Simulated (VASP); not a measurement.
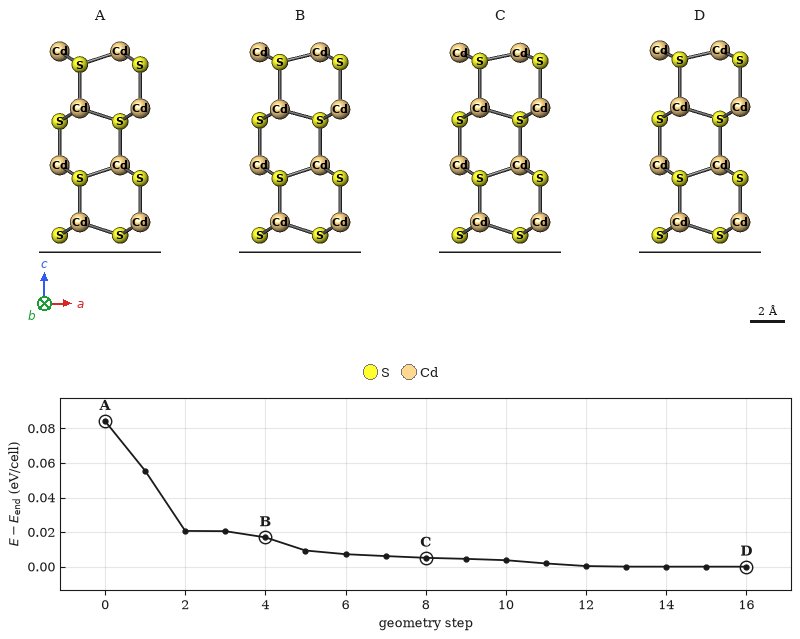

Frames of a relaxation of a slab of composition CdS, marked on the history of the run. The picture is a ball-and-stick view of the 2 × 1 repeat of the cell, outlined in the plane, without the vacuum, seen along the b axis.

The run lets the atoms move in a fixed cell. 4 atoms are held fixed.

These are results of Kohn-Sham DFT of a periodic cell, PBE, VASP PAW PBE potentials, recommended in VASP 6.6.1, not measurements.

Input
```
  ALGO = Normal
  DIPOL = 0.5 0.5 0.500
  EDIFF = 1E-6
  EDIFFG = -0.005
  ENCUT = 520
  GGA = PE
  IBRION = 2
  IDIPOL = 3
  ISIF = 2
  ISMEAR = 0
  LASPH = T
  LCHARG = F
  LDIPOL = T
  LREAL = F
  LWAVE = F
  NELM = 80
  NSW = 40
  PREC = Accurate
  SIGMA = 0.05
```

Command:
```bash
cat potpaw_PBE.64/S/POTCAR potpaw_PBE.64/Cd/POTCAR > POTCAR
mpirun -np 1 vasp_std > vasp.out
```

Question: What happens along the run?

Answer: The largest move is that of an S atom, 0.29 Å along the normal (+c). By element the largest moves are S 0.29 Å, Cd 0.09 Å. The cell doesn't change. Among the contacts that change: Cd–S 2.598 → 2.798 Å, Cd–S 2.598 → 2.746 Å, Cd–S 2.510 → 2.449 Å, Cd–S 2.510 → 2.494 Å. Bond angles that change, for instance: Cd–S–Cd 108.0° → 102.9°, S–Cd–S 110.9° → 115.2°, Cd–S–Cd 110.9° → 115.2°. The energy falls by 84.3 meV per cell of the calculation in 16 geometry steps. Largest force component: 0.66 eV/Å at the start, 0.66 eV/Å at the end. From step 0 to 4: an S atom moves most (0.14 Å), energy −67.3 meV per cell of the calculation. From step 4 to 8: a Cd atom moves most (0.10 Å), energy −11.8 meV per cell of the calculation. From step 8 to 16: a Cd atom moves most (0.14 Å), energy −5.1 meV per cell of the calculation.

```
step  E − E(0), meV/atom  largest force component, eV/Å
   0                0.00                         0.6587
   1               -3.60                         0.4728
   2               -7.95                         0.6061
   3               -7.96                         0.6118
   4               -8.41                         0.6166
   5               -9.36                         0.6298
   6               -9.63                         0.6544
   7               -9.77                         0.6447
   8               -9.89                         0.6533
   9               -9.97                         0.6671
  10              -10.06                         0.6653
  11              -10.30                         0.6617
  12              -10.49                         0.6554
  13              -10.53                         0.6633
  14              -10.53                         0.6620
  15              -10.53                         0.6617
  16              -10.53                         0.6608
```
